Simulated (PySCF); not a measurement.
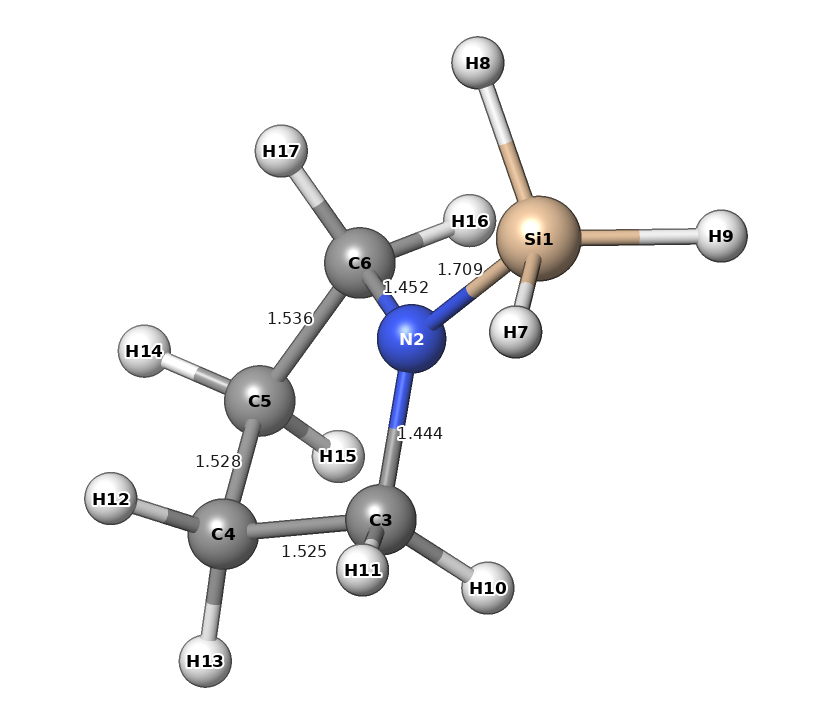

The numbers beside the sticks are distances in Å. Sticks don't show bond order. The geometry was computed by an optimisation with GFN2-xTB. No frequency run is at hand to confirm it as a minimum.

### Which of the marked bonds are single, double, triple or aromatic?

Si1–N2 single; N2–C3 single; N2–C6 single; C3–C4 single; C4–C5 single; C5–C6 single.

### Write the SMILES.

[SiH3]N1CCCC1
